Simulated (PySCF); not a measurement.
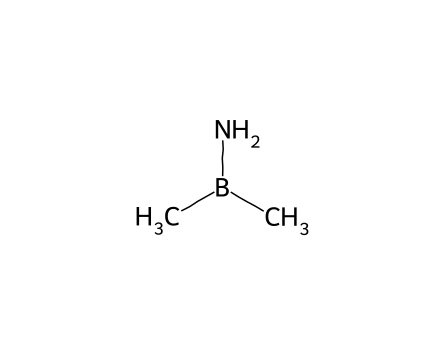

Question: Write the SMILES.

Answer: CB(C)N

Question: What is the molecular formula?

Answer: C2H8BN.

More results for the same structure follow; atom numbers are the same in all pictures, views and colours differ. The computed structure is the end point of a GFN2-xTB optimisation. No frequency run is at hand to confirm it as a minimum.

### Excitation

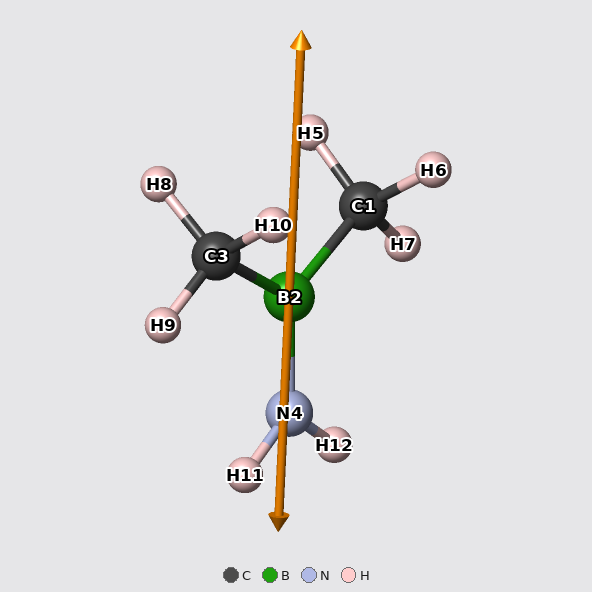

The double arrow shows the direction of the transition dipole to excited singlet state 4 (its length means nothing). No frequency run is at hand to confirm it as a minimum. Method: TDDFT PBE0/def2-SVPD, vertical, gas phase, core orbitals frozen in the response (PySCF 2.14.0).

Question: How is the transition polarised?

Answer: Nearly parallel to the B2–N4 bond.

Question: Where does the transition lie, and how strong is it?

Answer: 8.53 eV (145 nm), oscillator strength 0.21, mainly HOMO → LUMO+1 (weight 0.89); transition dipole 2.52 D.

### NMR shielding

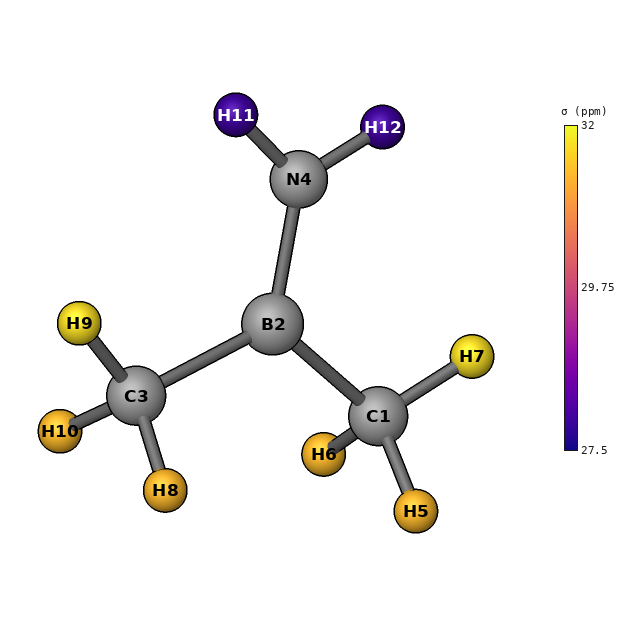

Atoms are coloured by their isotropic NMR shieldings (H only, the others grey). No frequency run is at hand to confirm it as a minimum. Level of theory: GIAO PBE0/pcSseg-1 NMR shielding, non-relativistic, gas phase (PySCF 2.14.0).

List the isotropic NMR shieldings of the H atoms.

```
atom  σ (ppm)
  H5    31.32
  H6    31.34
  H7    31.73
  H8    31.32
  H9    31.73
 H10    31.34
 H11    27.92
 H12    27.93
```

### Quadrupole coupling

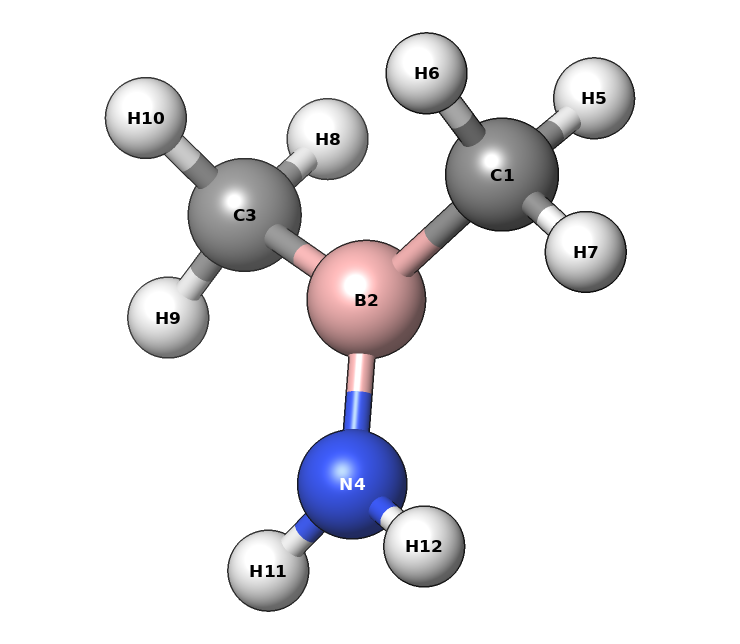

No frequency run is at hand to confirm it as a minimum. Electric field gradients from the ground-state density, PBE0/pcSseg-1 (PySCF 2.14.0), non-relativistic apart from any core potentials.

Give the largest field-gradient component, the quadrupole coupling constant and the asymmetry for 11B at B2 (Q = 40.59 mb), 14N at N4 (Q = 20.44 mb), 2H at H5 (Q = 2.86 mb), 2H at H6 (Q = 2.86 mb).

```
atom  V_zz (a.u.)  e²qQ/h (MHz)     η
  B2        0.429          4.09  0.13
  N4       −0.637         −3.06  0.68
  H5        0.323         0.217  0.02
  H6        0.323         0.217  0.02
```

### Polarisability

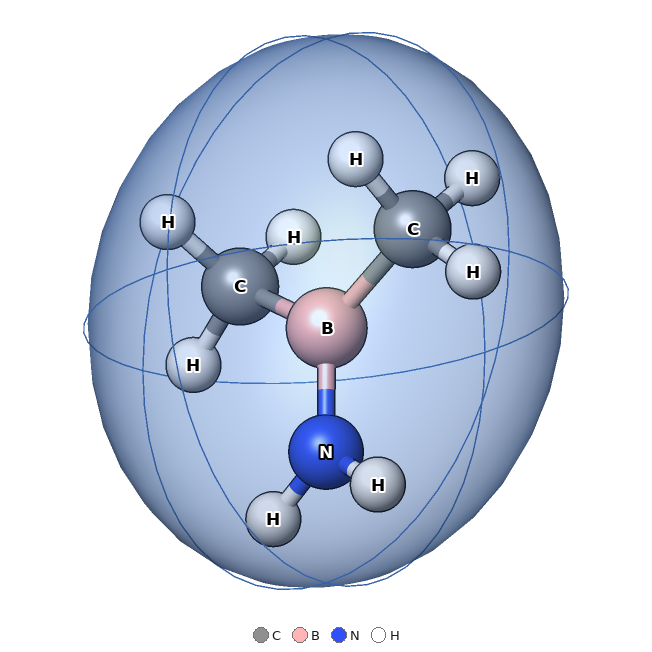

The ellipsoid shows the static dipole polarisability: its half-axes are proportional to the principal values. No frequency run is at hand to confirm it as a minimum. Computed with PBE0/def2-SVPD (PySCF 2.14.0).

Question: Give the principal values, the mean and the anisotropy.

Answer: Principal values 40.6, 52.4, 54.3 bohr³; mean 49.1 bohr³ (7.28 Å³); anisotropy 12.8 bohr³, so the longest axis is 1.33 times the shortest.

The geometry is semi-empirical. Around B such bond lengths and angles can be off by a tenth of an ångström or more and by several degrees, and values that hang on the shape move with them.
